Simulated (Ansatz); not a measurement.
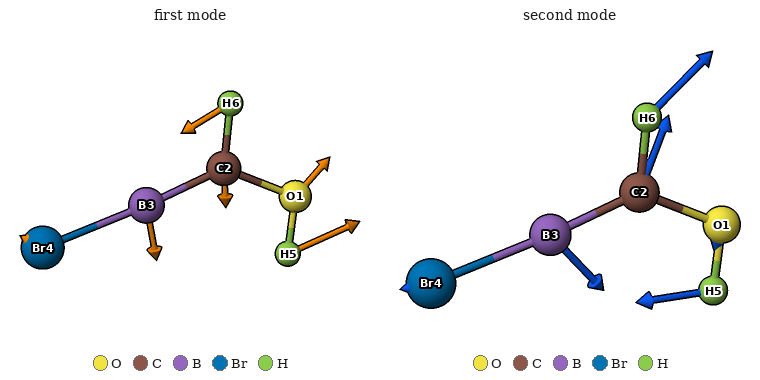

The system is CH₂BBrO, SMILES OC=BBr; the picture shows the reference structure; its two panels give the patterns of the first and the second mode as arrows. 
- Coordinates scanned: (1) normal mode 1 (134 cm⁻¹); (2) normal mode 5 (610 cm⁻¹).
- Nothing is relaxed (straight displacements along the two mass-weighted modes).
- The grid has 15 × 15 points.
- Energies are in eV, from the lowest grid point.
- Level of theory: Ansatz 0.2.0, RKS PBE0-D4/def2-TZVP.

Its coordinates:

```xyz
6

O    -0.4943    1.2931   -0.7270
C     0.2753    0.4558    0.0403
B     0.1784   -0.8891    0.3933
Br    0.1471   -2.6461    0.9175
H    -1.2474    0.8101   -1.0739
H     1.1409    0.9762    0.4498
```

Range: normal mode 1 (134 cm⁻¹) from −1.629 to 1.629 amu½·Å; normal mode 5 (610 cm⁻¹) from −0.662 to 0.662 amu½·Å.

> What landscape does the calculation give?

The lowest grid point is at normal mode 1 (134 cm⁻¹) = 0.000 amu½·Å, normal mode 5 (610 cm⁻¹) = 0.000 amu½·Å. No other kind of well shows on this grid. The highest grid point, normal mode 1 (134 cm⁻¹) = −1.629 amu½·Å, normal mode 5 (610 cm⁻¹) = 0.662 amu½·Å, lies 0.664 eV above the lowest.

```csv
"normal mode 5 (610 cm⁻¹) ↓, normal mode 1 (134 cm⁻¹) →",−1.629,−1.397,−1.164,−0.931,−0.698,−0.466,−0.233,0.000,0.233,0.466,0.698,0.931,1.164,1.397,1.629
0.662,0.664,0.557,0.475,0.414,0.372,0.346,0.331,0.327,0.330,0.341,0.359,0.384,0.419,0.465,0.527
0.567,0.553,0.451,0.374,0.318,0.279,0.254,0.241,0.237,0.241,0.251,0.267,0.292,0.325,0.372,0.434
0.473,0.456,0.360,0.288,0.236,0.200,0.178,0.166,0.163,0.166,0.175,0.191,0.214,0.248,0.294,0.358
0.378,0.373,0.283,0.216,0.168,0.136,0.116,0.106,0.103,0.106,0.114,0.129,0.152,0.185,0.232,0.296
0.284,0.304,0.220,0.159,0.115,0.087,0.069,0.060,0.057,0.060,0.068,0.081,0.103,0.136,0.184,0.250
0.189,0.248,0.171,0.115,0.076,0.051,0.035,0.028,0.025,0.027,0.035,0.048,0.070,0.103,0.151,0.219
0.095,0.206,0.136,0.085,0.051,0.028,0.015,0.008,0.006,0.008,0.015,0.028,0.049,0.083,0.133,0.203
0.000,0.177,0.113,0.068,0.038,0.019,0.008,0.002,0.000,0.002,0.008,0.021,0.043,0.077,0.128,0.201
−0.095,0.161,0.104,0.064,0.038,0.022,0.012,0.008,0.006,0.008,0.014,0.027,0.049,0.085,0.138,0.214
−0.189,0.158,0.107,0.073,0.051,0.037,0.029,0.025,0.024,0.026,0.032,0.045,0.068,0.105,0.161,0.240
−0.284,0.168,0.123,0.093,0.075,0.064,0.058,0.054,0.053,0.055,0.061,0.075,0.099,0.138,0.197,0.280
−0.378,0.190,0.151,0.126,0.111,0.102,0.097,0.094,0.094,0.096,0.102,0.117,0.143,0.184,0.246,0.332
−0.473,0.225,0.192,0.171,0.159,0.152,0.148,0.146,0.145,0.147,0.155,0.170,0.198,0.242,0.308,0.398
−0.567,0.273,0.244,0.227,0.217,0.212,0.209,0.207,0.207,0.210,0.218,0.235,0.265,0.313,0.382,0.477
−0.662,0.333,0.309,0.295,0.287,0.283,0.281,0.280,0.280,0.283,0.293,0.311,0.344,0.395,0.467,0.567
```

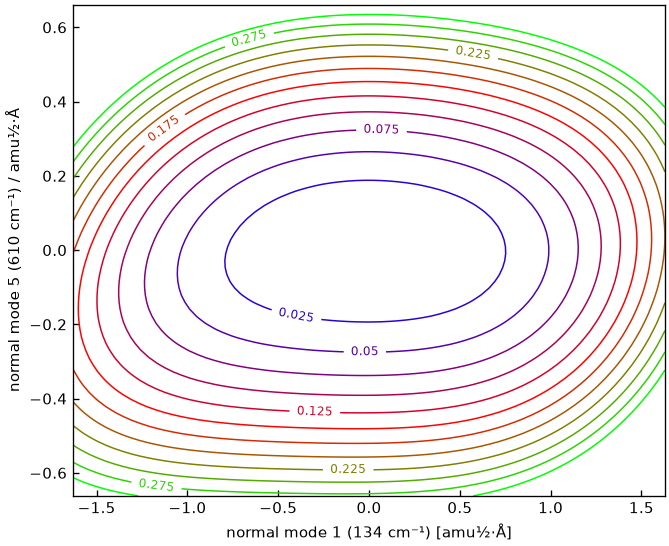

In the figure: contour lines labelled in eV (none above 0.3). Between grid points the surface is interpolated.

Each point was launched as `ansatz run input.yaml --threads 1 --pin off --max-ram 2560MiB --backend cpu --events-out ev --progress --plain --runs-dir out`. Time for the 225 points that were run: 44 min on 1 thread of Arm Neoverse N1, on a shared host.
